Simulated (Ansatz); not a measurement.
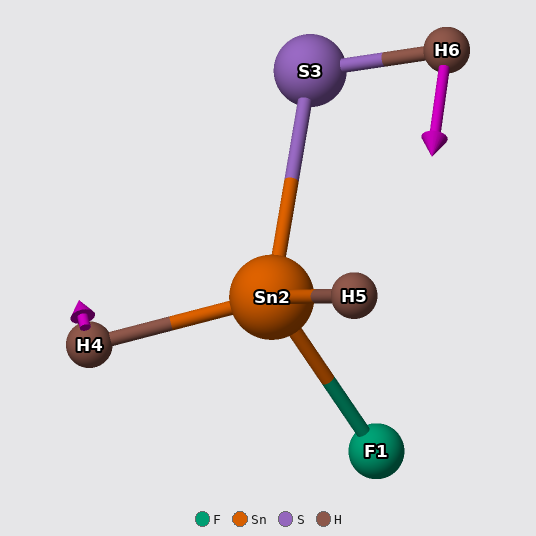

The arrows show one normal mode. Harmonic vibrations computed with RKS PBE0-D4/def2-TZVP, core potentials on Sn (Ansatz 0.2.0) at a stationary point of the same level.

Q: What kind of motion is it?

A: Mostly H–S–Sn bending.

Q: At what wavenumber does it lie?

A: 730 cm⁻¹; it is mode 9 of 12 counted from the lowest.
